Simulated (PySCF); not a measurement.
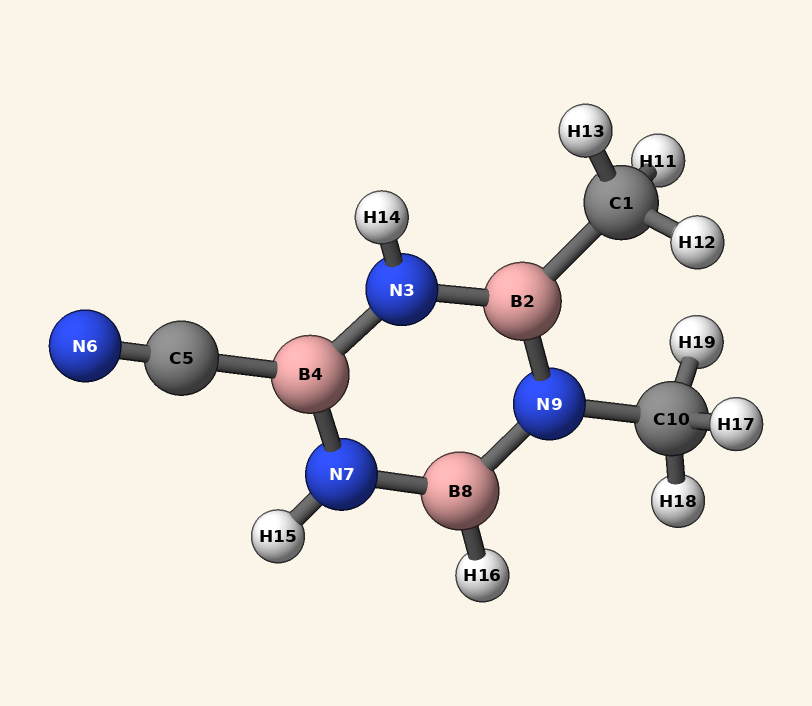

The computed structure is the end point of a GFN2-xTB optimisation. No frequency run is at hand to confirm it as a minimum. Level of theory: GIAO PBE0/pcSseg-1 NMR shielding, non-relativistic, gas phase (PySCF 2.14.0). Principal shieldings σ11 ≤ σ22 ≤ σ33, span Ω = σ33 − σ11, skew κ = 3(σiso − σ22)/Ω.

Give the shielding tensors of the B atoms.

```
atom   σ11   σ22    σ33  σiso     Ω      κ
  B2  38.1  55.0  108.4  67.2  70.3   0.52
  B4  48.3  85.7  115.5  83.1  67.2  −0.11
  B8  46.5  63.9  105.3  71.9  58.8   0.41
```

Shieldings and span in ppm.

The geometry is semi-empirical. Around B such bond lengths and angles can be off by a tenth of an ångström or more and by several degrees, and values that hang on the shape move with them.
